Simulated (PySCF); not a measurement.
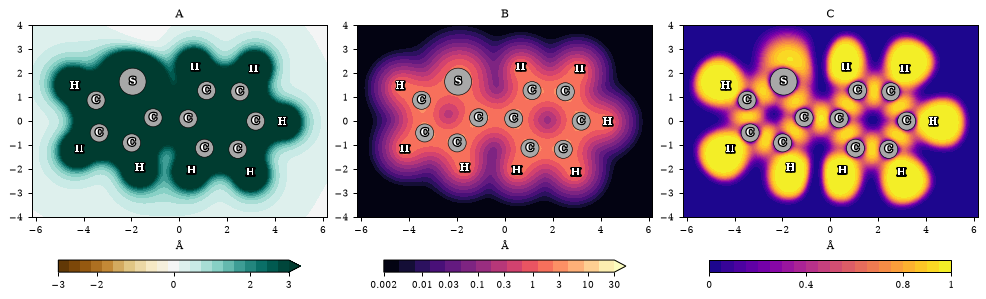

C10H8S (SMILES c1ccc(-c2cccs2)cc1): 3 fields on the molecular plane, with unlabelled colour scales. Grey discs cover the atomic cores.

Geometry: PBE0-D3(BJ)/def2-SVP.

The calculation used PBE0/pcSseg-1, SCF density, gas phase, non-relativistic (PySCF).

Question: The panels show electron density, electron localisation function and electrostatic potential in some order. Assign them.

Answer: Panel A: electrostatic potential (strongly positive close to the atoms and fading to about zero outside). Panel B: electron density. Panel C: electron localisation function. From the grid: C–C (1.37 Å): the density is about 2.1 e/Å³ at the midpoint; the ELF peaks at about 0.95 between the atoms; a covalent bond. C–S (1.71 Å): ρ at the midpoint is about 1.5 e/Å³; the ELF peaks at about 0.90 between the atoms (localised, covalent bonding).
